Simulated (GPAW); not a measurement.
Run report: SiH5 (charge −1), property calculation

- system: SiH5, charge −1
- method: C09-vdW/real-space grid, scalar-relativistic datasets (GPAW 26.7.0)

The geometry comes from this level: GFN2-xTB.

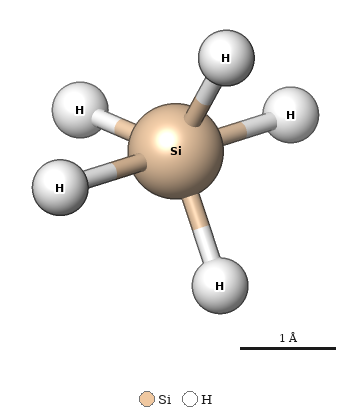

*The structure (ball-and-stick view, seen at a tilt).*

Bond lengths as drawn: H–Si 1.49 to 1.64 Å.

**Results in brief**

| quantity | value |
| --- | --- |
| outcome | converged |
| energy relative to the program's reference atoms | −13.5955 eV |
| largest force | 0.726 eV/Å |
| HOMO | 1.09 eV |
| LUMO | 2.73 eV |
| hardware | 1 thread of Arm Neoverse V2, 24 GiB of memory available, shared host |
| wall time | 53 s |
| peak memory | 1.1 GiB |

**Remarks**

Further notes kept with the run: highest occupied level above vacuum.

**Input file (run.py)**
```python
from ase.io import read
from gpaw import GPAW
from gpaw.utilities.adjust_cell import adjust_cell

# Set up the molecule
molecule = read("run.xyz")
adjust_cell(molecule, 5.0, h=0.2)

# Calculator
gpaw_calc = GPAW(mode="fd",
                 xc={"name": "C09-vdW", "backend": "libvdwxc"},
                 maxiter=120,
                 h=0.2,
                 charge=-1,
                 txt="-")
molecule.calc = gpaw_calc

energy = molecule.get_potential_energy()
print(f"Energy                  {energy:.5f} eV")
forces = molecule.get_forces()
print("Forces (eV/Ang)")
for symbol, f in zip(molecule.symbols, forces):
    print(f'{symbol:2} {f[0]:9.4f} {f[1]:9.4f} {f[2]:9.4f}')
homo, lumo = gpaw_calc.get_homo_lumo()
print(f"HOMO                    {homo:.3f} eV")
print(f"LUMO: {lumo:.3f} eV")
print(f"Gap                     {lumo - homo:.3f} eV")
```

**File run.xyz**
```
6

Si    -0.000240     0.000230     0.001470
H     -0.019890    -0.007790     1.639910
H      0.021790     0.007860    -1.642440
H      1.490630     0.011850     0.019200
H     -0.757550     1.285100    -0.002620
H     -0.734730    -1.297250    -0.015520
```

Launch command:
```bash
OMP_NUM_THREADS=1 python run.py
```

**What the program printed**
```
__  _  _
 | _ |_)|_||  |
 |__||  | ||/\| - 26.7.0

units:  Angstrom and eV
cores:  1
OpenMP: False

Versions:
  Python: 3.12.14
  ASE:    3.29.0
  Numpy:  2.5.5
  Scipy:  1.18.1
  Libxc:  7.0.0

        _gpaw.cpython-312-aarch64-linux-gnu.so

Input parameters:
  mode=FD(),
  charge=-1,
  h=0.2,
  maxiter=120,
  xc=XC(name='C09-vdW', backend='libvdwxc')

Diagonalizing LCAO Hamiltonian
Converting LCAO to fd mode
         .------------------------------.
        /|                              |
       / |                              |
      /  |                              |
     /   |                              |
    /    |                              |
   /     |                              |
  /      |                              |
 *       |                              |
 |       |                              |
 |       |          H                   |
 |       |                              |
 |       |         HSi H                |
 |       |       H                      |
 |       |                              |
 |       |          H                   |
 |       |                              |
 |       .------------------------------.
 |      /                              /
 |     /                              /
 |    /                              /
 |   /                              /
 |  /                              /
 | /                              /
 |/                              /
 *------------------------------*

Atoms  # Å, Bohr magnetons
|   | symbol |        x |        y |        z |    initial magnetic moments |
|---|--------|----------|----------|----------|-----------------------------|
| 0 |     Si | 6.033220 | 6.406305 | 6.802735 | ( 0.0000,  0.0000,  0.0000) |
| 1 |      H | 6.013570 | 6.398285 | 8.441175 | ( 0.0000,  0.0000,  0.0000) |
| 2 |      H | 6.055250 | 6.413935 | 5.158825 | ( 0.0000,  0.0000,  0.0000) |
| 3 |      H | 7.524090 | 6.417925 | 6.820465 | ( 0.0000,  0.0000,  0.0000) |
| 4 |      H | 5.275910 | 7.691175 | 6.798645 | ( 0.0000,  0.0000,  0.0000) |
| 5 |      H | 5.298730 | 5.108825 | 6.785745 | ( 0.0000,  0.0000,  0.0000) |

Unit cell  # Å
| periodic |         x |         y |         z |   lengths |    angles |
|----------|-----------|-----------|-----------|-----------|-----------|
|       no | 12.800000 |  0.000000 |  0.000000 | 12.800000 | 90.000000 |
|       no |  0.000000 | 12.800000 |  0.000000 | 12.800000 | 90.000000 |
|       no |  0.000000 |  0.000000 | 13.600000 | 13.600000 | 90.000000 |

Number of symmetries: 1
Symmetry operations  # r_c * U_cc + t_c -> r_c
|   | kind |            matrix            |
|---|------|------------------------------|
| 0 |  E   |  1, 0, 0,  0, 1, 0,  0, 0, 1 |

BZ-sampling:
  Number of BZ points: 1
  Number of IBZ points: 1

  Monkhorst-Pack size: [1, 1, 1]
  Monkhorst-Pack shift: [0, 0, 0]

K-points  # in reciprocal-cell coordinates
|   |                                coordinates |     weight |
|---|--------------------------------------------|------------|
| 0 | (  0.00000000,   0.00000000,   0.00000000) | 1.00000000 |

Uniform wave function grid shape: (np.int64(63), np.int64(63), np.int64(67))
Spin-components: 1 (collinear spins)
Bands:           9
Projectors:      20
Spin-degeneracy: 2
Datatype:        float64

  Storage: CPU
  Wave functions: 19_146_456 bytes (19_146_456 per core)

Parallelization:
  kpt:    1
  domain: 1
  band:   1

Density:
  Valence electrons: 9.0
  Components: 1
  Grid points: [64 64 68]
  Charge: -1.0  # |e|

Potential:
  Grid points: [64 64 68]

species:
  Si:
    name:    Silicon
    Z:       14.0
    valence: 4
    core:    10
    charge:  0.0  # [|e|]
    file:    Si.PBE.gz
    compensation charges:
      type: gauss
      rc: 0.33  # [Å]
      lmax: 2
    cutoffs:
      filter: 1.86  # [Å]
      core: 2.06  # [Å]
    projectors
    | kind |    occ | energy [eV] | rcut [Å] |
    |------|--------|-------------|----------|
    |   3s |  2.000 |     -10.812 |    1.058 |
    |   3p |  2.000 |      -4.081 |    1.058 |
    |    s |        |      16.399 |    1.058 |
    |    p |        |      23.130 |    1.058 |
    |    d |        |       0.000 |    1.058 |

    Using partial waves for Si as LCAO basis

  H:
    name:    Hydrogen
    Z:       1.0
    valence: 1
    core:    0
    charge:  0.0  # [|e|]
    file:    H.PBE.gz
    compensation charges:
      type: gauss
      rc: 0.15  # [Å]
      lmax: 2
    cutoffs:
      filter: 0.85  # [Å]
      core: 0.53  # [Å]
    projectors
    | kind |    occ | energy [eV] | rcut [Å] |
    |------|--------|-------------|----------|
    |   1s |  1.000 |      -6.494 |    0.476 |
    |    s |        |      20.717 |    0.476 |
    |    p |        |       0.000 |    0.476 |

    Using partial waves for H as LCAO basis

Reference energy: -7948.795061  # eV

eigensolver:
  PPCG
  Converge bands: occupied
  niter=2

density mixing:
  MSR1-Mixer
  Pratt-step length: 0.05
  Maximum mixing coefficient: 0.75
  Old densities: 10
  SVD Regularization: 0.005
  Good broyden scale: 1.0
  Trust region scale: 1.0
  Backstep threshold: 4.0
  History deletion threshold: 6.0
  Fourier metric: weight=20.0, sigma=0.015

occupation numbers:
  # Zero width

FastPoissonSolver using
    Stencil: 6*3+1=19 point O(h^6) finite-difference Laplacian
    FFT axes: []
    FST axes: [np.int64(0), np.int64(1), np.int64(2)]

xc functional:
  name: vdW-C09 with libvdwxc
  Mode: serial
  Semilocal: GGA_X_C09X+LDA_C_PW with 2 nearest neighbor stencil
  Corresponding non-local functional: vdW-DF
  Local blocksize: 128 x 128 x 136
  PAW datasets: PBE
interpolation: tri-quintic # 5. degree polynomial

Initialization done in: 4.149 s

convergence criteria:
- Maximum [total energy] change in last 3 cyles: 0.0005 eV / valence electron
- Maximum integral of absolute [dens]ity change: 0.0001 electrons / valence electron
- Maximum integral of absolute [eigenst]ate change: 4e-08 eV^2 / valence electron
maximum number of iterations: 120

SCF iterations
|iter     |     time |      energy | eigst |  dens |
|---------|----------|-------------|-------|-------|
|iter:   1| 00:00:05 |  -14.134311 | +1.08 |       |
|iter:   2| 00:00:08 |  -14.103933 | -0.08 | -0.60 |
|iter:   3| 00:00:11 |  -13.560994 | +0.33 | -0.62 |
|iter:   4| 00:00:14 |  -13.585681 | -0.35 | -1.27 |
|iter:   5| 00:00:17 |  -13.594040 | -1.37 | -1.59 |
|iter:   6| 00:00:21 |  -13.595355 | -1.92 | -1.98 |
|iter:   7| 00:00:24 |  -13.595470c| -2.57 | -2.71 |
|iter:   8| 00:00:27 |  -13.595521c| -3.14 | -3.13 |
|iter:   9| 00:00:30 |  -13.595537c| -3.61 | -3.54 |
|iter:  10| 00:00:33 |  -13.595540c| -4.23 | -3.75 |
|iter:  11| 00:00:36 |  -13.595540c| -4.61 | -3.83 |
|iter:  12| 00:00:40 |  -13.595540c| -5.30 | -4.35c|
|iter:  13| 00:00:43 |  -13.595540c| -5.78 | -4.62c|
|iter:  14| 00:00:46 |  -13.595540c| -6.41 | -4.69c|
|iter:  15| 00:00:49 |  -13.595540c| -7.03 | -4.83c|
|iter:  16| 00:00:52 |  -13.595540c| -7.57c| -5.31c|

Converged in 16 steps
SCF loop duration: 47.868 s (2.992 s/step)
Energy contributions relative to reference atoms: (reference = -7948.795061)

Energy contributions:
  Kinetic:          24.525150
  Coulomb:         -21.621026
  Zero:             -0.095524
  External:          0.000000
  Xc:              -16.404140
  Entropy:           0.000000
  Spinorbit:         0.000000
  ----------------------------
  Free energy:     -13.595540
  Extrapolated:    -13.595540

dipole moment: (-6.026743, -6.406237, -6.794905)  # |e|*Ang

Fermi level: 1.908
Eigenvalues  # (at kpt = [0.000, 0.000, 0.000])
| band index |      eig [eV] | occ [0-2] |
|------------|---------------|-----------|
|          0 |        -7.390 |     2.000 |
|          1 |        -2.753 |     2.000 |
|          2 |        -2.747 |     2.000 |
|          3 |        -2.015 |     2.000 |
|          4 |         1.086 |     2.000 |
|          5 |         2.730 |     0.000 |
|          6 |         3.217 |     0.000 |
|          7 |         3.561 |     0.000 |
|          8 |         3.804 |     0.000 |

Gap: 1.644 eV
Transition (v -> c):
  (s=0, k=0, n=4, [0.00, 0.00, 0.00]) -> (s=0, k=0, n=5, [0.00, 0.00, 0.00])
No difference between direct/indirect transitions
vacuum-level: 0.000  # V
Energy                  -13.59554 eV

Forces  # eV/Ang
|        x |        y |        z |
|----------|----------|----------|
|  0.01498 | -0.00110 | -0.03302 |  # Si   0
| -0.00531 | -0.00032 |  0.15176 |  # H    1
| -0.00462 | -0.00338 | -0.11962 |  # H    2
|  0.70756 |  0.00798 |  0.01146 |  # H    3
| -0.36326 |  0.61595 | -0.00348 |  # H    4
| -0.35673 | -0.63282 | -0.00584 |  # H    5

Force computation time: 0.038  # s
Forces (eV/Ang)
Si    0.0150   -0.0011   -0.0330
H    -0.0053   -0.0003    0.1518
H    -0.0046   -0.0034   -0.1196
H     0.7076    0.0080    0.0115
H    -0.3633    0.6159   -0.0035
H    -0.3567   -0.6328   -0.0058
HOMO                    1.086 eV
LUMO: 2.730 eV
Gap                     1.644 eV
```

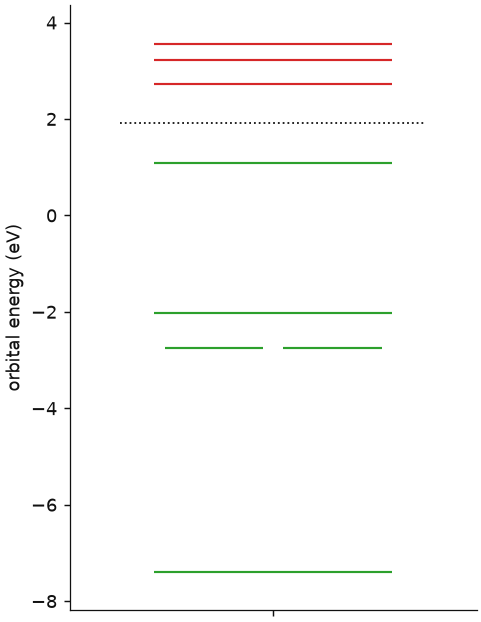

*Orbital energies near the frontier; the dotted line parts filled from empty levels, and levels within 0.02 eV of each other stand side by side.*

Highest filled 1.09 eV, lowest empty 2.73 eV, 1.64 eV apart.
